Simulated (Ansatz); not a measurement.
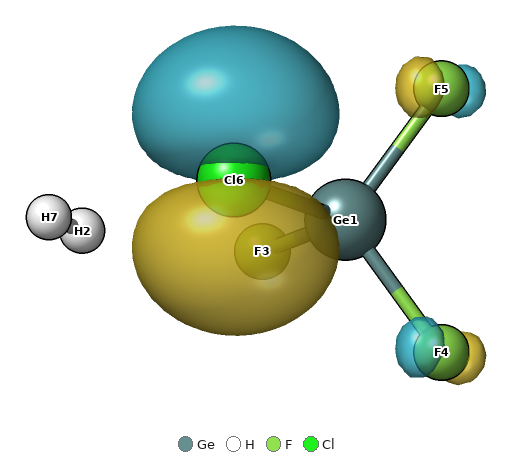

Figure. ClF3Ge···H2. The HOMO−1 at ±0.15 Å⁻³ᐟ² (yellow and cyan are the two phases), seen from one side.

Not at a stationary point (largest force 1.6 eV/Å).

Method: RKS B3LYP/def2-SVP in Ansatz 0.2.0.

```yaml
atoms:
  - { symbol: Ge, position_ang: [-0.5634, 0.0001, -0.4025] }
  - { symbol: H, position_ang: [0.1671, -0.0001, 2.2647] }
  - { symbol: F, position_ang: [0.9857, 0.0001, 0.3312] }
  - { symbol: F, position_ang: [-0.6044, 1.3962, -1.3947] }
  - { symbol: F, position_ang: [-0.6044, -1.3963, -1.3944] }
  - { symbol: Cl, position_ang: [-2.3184, 0.0000, 0.8966] }
  - { symbol: H, position_ang: [-0.4323, 0.0000, 2.6579] }
```

Question: Where does this orbital lie, and at what energy?

Answer: Its weight (Hirshfeld) is mainly on Cl6 (about 90 %); largely a lone pair of Cl6. Its energy is −9.94 eV.
